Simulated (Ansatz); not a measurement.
**Al2GaH (triplet): from Hartree-Fock to the top rungs at a displaced geometry (v2), cc-pVDZ**

Aim: climb from Hartree-Fock through coupled cluster for Al2GaH (triplet) at one geometry and basis, and see what each rung misses.

Program: Ansatz 0.2.0, Gaussian basis. Level of theory: cc-pVDZ, core rule «outside noble gas», up to 24 orbitals frozen. These are calculated values, not measurements.

Plan: UHF; CCSD(T) on ROHF; CCSD(T) on UHF; BCCD(T) on ROHF; CISD as a restricted active space (open shells left free, so some higher excitations enter); CCSDT(Q) on ROHF; CCSDT(Q) on UHF.

34 further runs of the same task are left out: 2 for a known fault of the program, 16 that didn't finish, 16 set aside as unsound or not needed. Runs told in other sessions of the task aren't counted.

**1. The system**

The geometry is a PBE0/def2-TZVP stationary point (not a proven minimum) with its atoms shifted at random (size 0.100 Å). No spin-orbit coupling is included. The filled d shell of Ga may be among the frozen orbitals whatever the setting's name suggests.

4 atoms, charge 0, spin multiplicity 3.

Atoms are counted from 1 here; the program's logs count them from 0.

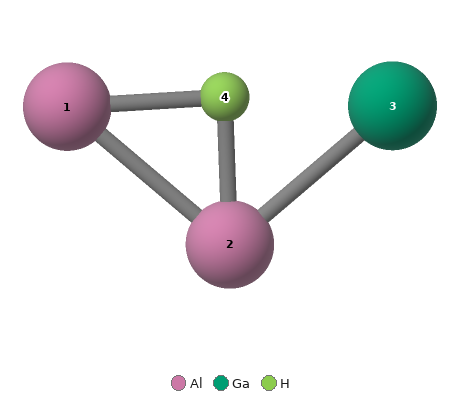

The geometry (aluminium pink, gallium teal, hydrogen green); atoms are numbered from 1 in the order of the file.

In the tables R marks a restricted open-shell determinant and U an unrestricted one; energies count from the table's Hartree-Fock row.

**2. UHF**

in.yaml reads:

```yaml
crystal:
  periodic: [false, false, false]
  atoms:
    - {symbol: Al, position_ang: [0.085065, 0.663861, 2.575945]}
    - {symbol: Al, position_ang: [-0.079809, -1.221435, 0.828114]}
    - {symbol: Ga, position_ang: [-0.003189, 0.207769, -1.327041]}
    - {symbol: H, position_ang: [0.079920, 0.553563, 0.673160]}
basis:
  gaussian: {orbitals: cc-pVDZ}
magnetization: {spin_polarized: true, initial_magnetization: 2}
hamiltonian: {xc: hf}
output: {orbitals: {seedname: orbitals}}
```

Started as:

```console
ansatz run in.yaml --threads 1 --pin off --events-out ev --progress --plain --max-ram 2393MiB
```

The program printed:

```text
Functional definition: HF
  name "HF"
  cite "Fock, Z. Phys. 61, 126 (1930) doi:10.1007/BF01340294"
  parent pbe
  exchange = exact_x
  correlation = 0
730 factors; integrals over basis functions are off by at most 1.1e-3 eV
mean field evaluation 1: about -65512.4983 eV, gradient 5.7e0 eV
mean field evaluation 2: about -65512.5041 eV, gradient 5.7e0 eV
mean field evaluation 4: about -65513.1554 eV, gradient 1.3e0 eV
mean field evaluation 8: about -65513.2706 eV, gradient 2.8e-1 eV
mean field evaluation 16: about -65512.8756 eV, gradient 1.8e0 eV
mean field evaluation 32: about -65512.5427 eV, gradient 3.4e0 eV
mean field evaluation 64: about -65511.0942 eV, gradient 4.8e0 eV
mean field evaluation 96: about -65513.1510 eV, gradient 9.0e-1 eV
mean field -65513.27938111 eV, -2407.5686107601 hartree, gradient 2.6e-5 eV, S^2 2.214556; 0 other end points of the search recorded, 0 dependent functions left out
reference -65513.27938111 eV, -2407.5686107601 hartree; 30, 28 occupied and 38, 40 virtual orbitals, 730 factors
Total energy: -65513.27938111 eV, -2407.5686107601 hartree
```

Wall time 4.4 s (1 thread of Arm Neoverse V1, shared host).

From the report: ⟨S²⟩ of the determinant 2.215 (pure triplet: 2.00).

**3. CCSD(T) on ROHF**

Changes to in.yaml since step 2:

```diff
@@ -9,4 +9,3 @@
   gaussian: {orbitals: cc-pVDZ}
-magnetization: {spin_polarized: true, initial_magnetization: 2}
-hamiltonian: {xc: hf}
-output: {orbitals: {seedname: orbitals}}
+magnetization: {spin_polarized: false, initial_magnetization: 2}
+correlation: {method: ccsd_t, electrons: outside_noble_gas}
```

Same command.

The program printed, cut to the lines that bear on the results:

```text
Functional definition: HF
  name "HF"
  cite "Fock, Z. Phys. 61, 126 (1930) doi:10.1007/BF01340294"
  parent pbe
[...]
730 factors; integrals over basis functions are off by at most 1.1e-3 eV
[...]
mean field -65512.97677167 eV, -2407.5574900682 hartree, gradient 2.5e-6 eV, S^2 2.000000; 10 other end points of the search recorded, 0 dependent functions left out
[...]
determinant -65512.97677167 eV, -2407.5574900682 hartree, with singles and doubles -65518.53719520 eV, -2407.7618318640 hartree
determinant -65511.69354219 eV, -2407.5103322547 hartree, with singles and doubles -65517.19552764 eV, -2407.7125264905 hartree
determinant -65511.52802774 eV, -2407.5042497109 hartree, with singles and doubles -65516.94121997 eV, -2407.7031808563 hartree
determinant -65510.97299898 eV, -2407.4838527801 hartree, with singles and doubles -65516.87285330 eV, -2407.7006684274 hartree
determinant -65510.88204241 eV, -2407.4805101878 hartree, with singles and doubles -65516.66147325 eV, -2407.6929003537 hartree
24 core orbitals not correlated: weight in the atoms' cores, before any rotation towards them, 1.000 or more for the frozen orbitals, at most 0.000 for the correlated occupied ones
reference -65512.97677167 eV, -2407.5574900682 hartree; 6, 4 occupied and 38, 40 virtual orbitals, 730 factors
second order -4.46656835 eV of doubles, -0.08285816 eV of singles
cycle   1  -5.56005829 eV  change    3.7e-4 eV  update   1.9e-3
[...]
cycle   9  -5.56033272 eV  change   -6.9e-6 eV  update   9.9e-6
perturbative correction -0.31241301 eV, -0.0114809665 hartree
Total energy: -65518.84951740 eV, -2407.7733094933 hartree
```

Run time: 15 s. Hardware: 1 thread of Arm Neoverse V1, shared host.

From the report: correlation -5.8727 eV; T1 0.033; largest double amplitude 0.08.

**4. CCSD(T) on UHF**

Changes to in.yaml since step 3:

```diff
@@ -9,3 +9,3 @@
   gaussian: {orbitals: cc-pVDZ}
-magnetization: {spin_polarized: false, initial_magnetization: 2}
+magnetization: {spin_polarized: true, initial_magnetization: 2}
 correlation: {method: ccsd_t, electrons: outside_noble_gas}
```

The command is unchanged.

The program printed, cut to the lines that bear on the results:

```text
Functional definition: HF
  name "HF"
  cite "Fock, Z. Phys. 61, 126 (1930) doi:10.1007/BF01340294"
  parent pbe
[...]
730 factors; integrals over basis functions are off by at most 1.1e-3 eV
[...]
mean field -65513.27938111 eV, -2407.5686107601 hartree, gradient 2.8e-6 eV, S^2 2.214557; 9 other end points of the search recorded, 0 dependent functions left out
determinant -65513.27938111 eV, -2407.5686107601 hartree, with singles and doubles -65518.55042190 eV, -2407.7623179362 hartree
determinant -65511.85786775 eV, -2407.5163711077 hartree, with singles and doubles -65517.20214570 eV, -2407.7127696999 hartree
determinant -65511.75420566 eV, -2407.5125615962 hartree, with singles and doubles -65516.95331849 eV, -2407.7036254685 hartree
determinant -65511.18731387 eV, -2407.4917287072 hartree, with singles and doubles -65516.65748373 eV, -2407.6927537415 hartree
24 core orbitals not correlated: weight in the atoms' cores, before any rotation towards them, 1.000 or more for the frozen orbitals, at most 0.000 for the correlated occupied ones
reference -65513.27938111 eV, -2407.5686107601 hartree; 6, 4 occupied and 38, 40 virtual orbitals, 730 factors
second order -4.04419820 eV of doubles, -0.00000000 eV of singles
cycle   1  -5.27103980 eV  change    9.9e-7 eV  update   2.1e-3
[...]
cycle  10  -5.27238719 eV  change   -2.4e-6 eV  update   5.5e-6
perturbative correction -0.29133536 eV, -0.0107063771 hartree
Total energy: -65518.84310367 eV, -2407.7730737928 hartree
```

Wall time 15 s (1 thread of Arm Neoverse V1, shared host).

From the report: ⟨S²⟩ of the determinant 2.215 (pure triplet: 2.00); correlation -5.5637 eV; T1 0.049; largest double amplitude 0.07.

**5. BCCD(T) on ROHF**

Changes to in.yaml since step 4:

```diff
@@ -9,3 +9,3 @@
   gaussian: {orbitals: cc-pVDZ}
-magnetization: {spin_polarized: true, initial_magnetization: 2}
-correlation: {method: ccsd_t, electrons: outside_noble_gas}
+magnetization: {spin_polarized: false, initial_magnetization: 2}
+correlation: {method: bccd_t, electrons: outside_noble_gas}
```

Same command.

The program printed, cut to the lines that bear on the results:

```text
Functional definition: HF
  name "HF"
  cite "Fock, Z. Phys. 61, 126 (1930) doi:10.1007/BF01340294"
  parent pbe
[...]
730 factors; integrals over basis functions are off by at most 1.1e-3 eV
[...]
mean field -65512.97677167 eV, -2407.5574900682 hartree, gradient 2.5e-6 eV, S^2 2.000000; 10 other end points of the search recorded, 0 dependent functions left out
[...]
determinant -65512.97677167 eV, -2407.5574900682 hartree, with singles and doubles -65518.53719520 eV, -2407.7618318640 hartree
determinant -65511.69354219 eV, -2407.5103322547 hartree, with singles and doubles -65517.19552764 eV, -2407.7125264905 hartree
determinant -65511.52802774 eV, -2407.5042497109 hartree, with singles and doubles -65516.94121997 eV, -2407.7031808563 hartree
determinant -65510.97299898 eV, -2407.4838527801 hartree, with singles and doubles -65516.87285330 eV, -2407.7006684274 hartree
determinant -65510.88204241 eV, -2407.4805101878 hartree, with singles and doubles -65516.66147325 eV, -2407.6929003537 hartree
24 core orbitals not correlated: weight in the atoms' cores, before any rotation towards them, 1.000 or more for the frozen orbitals, at most 0.000 for the correlated occupied ones
reference -65512.97677167 eV, -2407.5574900682 hartree; 6, 4 occupied and 38, 40 virtual orbitals, 730 factors
second order -4.46656835 eV of doubles, -0.08285816 eV of singles
cycle   1  -5.55821032 eV  change    2.2e-3 eV  update   8.8e-3
[...]
cycle  12  -5.55324283 eV  change    8.2e-7 eV  update   9.1e-6
perturbative correction -0.31939646 eV, -0.0117376033 hartree
Total energy: -65518.84941096 eV, -2407.7733055816 hartree
```

It took 16 s on 1 thread of Arm Neoverse V1, shared host.

From the report: correlation -5.8726 eV; largest double amplitude 0.07.

**6. CISD as a restricted active space (open shells left free, so some higher excitations enter)**

Changes to in.yaml since step 5:

```diff
@@ -10,2 +10,2 @@
 magnetization: {spin_polarized: false, initial_magnetization: 2}
-correlation: {method: bccd_t, electrons: outside_noble_gas}
+correlation: {active_space: {ras: {orbitals: [4, 2, 38], electrons: 10, max_holes: 2, max_particles: 2}, fixed_orbitals: true}}
```

Same command.

The program printed:

```text
Functional definition: HF
  name "HF"
  cite "Fock, Z. Phys. 61, 126 (1930) doi:10.1007/BF01340294"
  parent pbe
  exchange = exact_x
  correlation = 0
730 factors; integrals over basis functions are off by at most 1.1e-3 eV
mean field evaluation 1: about -65512.5257 eV, gradient 6.8e0 eV
mean field evaluation 2: about -65512.5313 eV, gradient 6.8e0 eV
mean field evaluation 4: about -65512.9512 eV, gradient 1.4e0 eV
mean field evaluation 8: about -65512.9768 eV, gradient 1.2e-2 eV
mean field evaluation 16: about -65512.9358 eV, gradient 4.2e-1 eV
mean field evaluation 32: about -65512.9556 eV, gradient 6.4e-1 eV
mean field -65512.97677167 eV, -2407.5574900682 hartree, gradient 2.5e-6 eV, S^2 2.000000; 6 other end points of the search recorded, 0 dependent functions left out
reference -65512.97677167 eV, -2407.5574900682 hartree; 30, 28 occupied and 38, 40 virtual orbitals, 730 factors
state -65517.94055708 eV, -2407.7399058174 hartree
Total energy: -65517.94055708 eV, -2407.7399058174 hartree
```

Run time: 6 s. Hardware: 1 thread of Arm Neoverse V1, shared host.

From the report: 206,832 determinants.

**7. CCSDT(Q) on ROHF**

Changes to in.yaml since step 6:

```diff
@@ -10,2 +10,2 @@
 magnetization: {spin_polarized: false, initial_magnetization: 2}
-correlation: {active_space: {ras: {orbitals: [4, 2, 38], electrons: 10, max_holes: 2, max_particles: 2}, fixed_orbitals: true}}
+correlation: {method: ccsdt_q, electrons: outside_noble_gas}
```

Launched as before.

The program printed, cut to the lines that bear on the results:

```text
Functional definition: HF
  name "HF"
  cite "Fock, Z. Phys. 61, 126 (1930) doi:10.1007/BF01340294"
  parent pbe
[...]
1342 factors; integrals over basis functions are off by at most 1.9e-7 eV
[...]
mean field -65512.97685099 eV, -2407.5574929834 hartree, gradient 2.5e-6 eV, S^2 2.000000; 7 other end points of the search recorded, 0 dependent functions left out
[...]
determinant -65512.97685099 eV, -2407.5574929834 hartree, with singles and doubles -65518.53728513 eV, -2407.7618351690 hartree
determinant -65511.69362751 eV, -2407.5103353902 hartree, with singles and doubles -65517.19562423 eV, -2407.7125300403 hartree
determinant -65511.52810146 eV, -2407.5042524201 hartree, with singles and doubles -65516.94131000 eV, -2407.7031841646 hartree
determinant -65510.88212050 eV, -2407.4805130575 hartree, with singles and doubles -65516.66156532 eV, -2407.6929037373 hartree
24 core orbitals not correlated: weight in the atoms' cores, before any rotation towards them, 1.000 or more for the frozen orbitals, at most 0.000 for the correlated occupied ones
reference -65512.97685099 eV, -2407.5574929834 hartree; 6, 4 occupied and 38, 40 virtual orbitals, 1342 factors
second order -4.46660130 eV of doubles, -0.08285852 eV of singles
cycle   1  -5.21831826 eV  change   -6.7e-1 eV  update   1.2e-1
[...]
cycle  21  -5.92957447 eV  change   -2.2e-7 eV  update   1.1e-6
perturbative correction -0.02830651 eV, -0.0010402451 hartree
Total energy: -65518.93473197 eV, -2407.7764410709 hartree
```

Wall time 90 s (1 thread of Arm Neoverse V1, shared host); peak memory 0.56 GiB.

From the report: correlation -5.9579 eV; T1 0.034; largest double amplitude 0.10.

**8. CCSDT(Q) on UHF**

Changes to in.yaml since step 7:

```diff
@@ -9,3 +9,3 @@
   gaussian: {orbitals: cc-pVDZ}
-magnetization: {spin_polarized: false, initial_magnetization: 2}
+magnetization: {spin_polarized: true, initial_magnetization: 2}
 correlation: {method: ccsdt_q, electrons: outside_noble_gas}
```

Launched as before.

The program printed, cut to the lines that bear on the results:

```text
Functional definition: HF
  name "HF"
  cite "Fock, Z. Phys. 61, 126 (1930) doi:10.1007/BF01340294"
  parent pbe
[...]
1342 factors; integrals over basis functions are off by at most 1.9e-7 eV
[...]
mean field -65513.27946402 eV, -2407.5686138069 hartree, gradient 2.5e-6 eV, S^2 2.214561; 6 other end points of the search recorded, 0 dependent functions left out
determinant -65513.27946402 eV, -2407.5686138069 hartree, with singles and doubles -65518.55051280 eV, -2407.7623212769 hartree
determinant -65511.85795457 eV, -2407.5163742983 hartree, with singles and doubles -65517.20224276 eV, -2407.7127732668 hartree
determinant -65511.75428081 eV, -2407.5125643580 hartree, with singles and doubles -65516.95340880 eV, -2407.7036287872 hartree
24 core orbitals not correlated: weight in the atoms' cores, before any rotation towards them, 1.000 or more for the frozen orbitals, at most 0.000 for the correlated occupied ones
reference -65513.27946402 eV, -2407.5686138069 hartree; 6, 4 occupied and 38, 40 virtual orbitals, 1342 factors
second order -4.04422169 eV of doubles, -0.00000000 eV of singles
cycle   1  -4.77884312 eV  change   -7.3e-1 eV  update   1.3e-1
[...]
cycle  22  -5.63109391 eV  change    6.5e-7 eV  update   7.7e-7
perturbative correction -0.02798129 eV, -0.0010282936 hartree
Total energy: -65518.93853922 eV, -2407.7765809848 hartree
```

Wall time 86 s (1 thread of Arm Neoverse V1, shared host); peak memory 0.49 GiB.

From the report: ⟨S²⟩ of the determinant 2.215 (pure triplet: 2.00); correlation -5.6591 eV; T1 0.054; largest double amplitude 0.10.

**9. The ladder**

The yardstick is RCCSDT(Q), where the cluster series has nearly closed. Rows without a time are mean-field rows or come out of runs for another level: lower rungs of the coupled-cluster runs, or the Hartree-Fock search.

Differences are taken before rounding.

| method | energy from the lowest ROHF (kJ/mol) | from RCCSDT(Q) (kJ/mol) | time |
| --- | --- | --- | --- |
| ROHF | 0.0 | +574.9 |  |
| UHF | -29.2 | +545.7 |  |
| RMP2 | -439.0 | +135.9 |  |
| UMP2 | -419.4 | +155.5 |  |
| CISD | -478.9 | +95.9 | 6 s |
| RCCSD | -536.5 | +38.4 |  |
| UCCSD | -537.9 | +37.0 |  |
| RCCSD(T) | -566.6 | +8.2 | 15 s |
| UCCSD(T) | -566.0 | +8.8 | 15 s |
| BCCD(T) | -566.6 | +8.2 | 16 s |
| RCCSDT | -572.1 | +2.7 |  |
| UCCSDT | -572.5 | +2.3 |  |
| RCCSDT(Q) | -574.9 | 0 | 90 s |
| UCCSDT(Q) | -575.2 | -0.4 | 86 s |

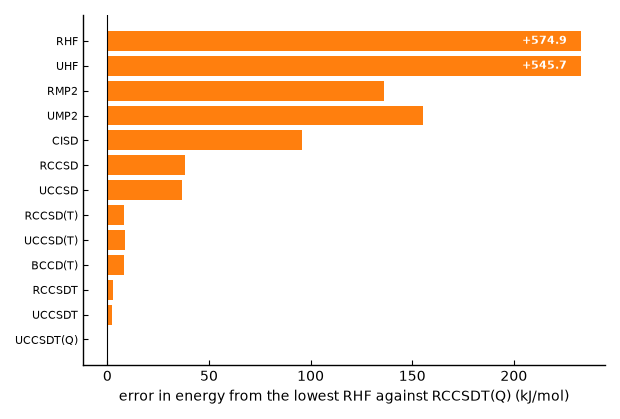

How far each level lands from RCCSDT(Q). Bars with a number in them are cut short.

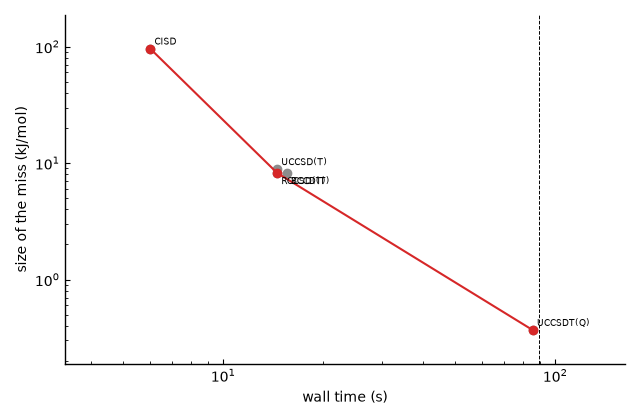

Accuracy for the time spent; red marks the levels that beat every quicker one drawn (of those quicker than the yardstick), and the dashed line is the time of RCCSDT(Q). Times are from a shared host.

**10. Results**

| quantity | value |
| --- | --- |
| RCCSDT(Q) from the ROHF energy | -5.9580 eV |
| RMP2 from RCCSDT(Q) | +135.9 kJ/mol |
| UMP2 from RCCSDT(Q) | +155.5 kJ/mol |
| RCCSD from RCCSDT(Q) | +38.4 kJ/mol |
| RCCSD(T) from RCCSDT(Q) | +8.2 kJ/mol |
| UCCSD(T) from RCCSDT(Q) | +8.8 kJ/mol |
| UCCSDT(Q) from RCCSDT(Q) | -0.4 kJ/mol |
| levels within 1 kcal/mol (43 meV) | RCCSDT, UCCSDT, UCCSDT(Q) |
| T1 diagnostic | 0.033 |

What this shows: RCCSD(T) misses by +8.2 kJ/mol, 1.4 % of the correlation energy. These misses are within one basis, not against nature; the frozen cores of restricted and unrestricted runs differ, which can shift their rows.

With open shells the CI space here admits some higher excitations, so it is larger than plain CISD.

UCCSDT(Q) reaches 0.4 kJ/mol from the reference in 86 s, where RCCSDT(Q) took 90 s; the quickest level in the cost chart, CISD, takes 6 s and misses by 95.9 kJ/mol.
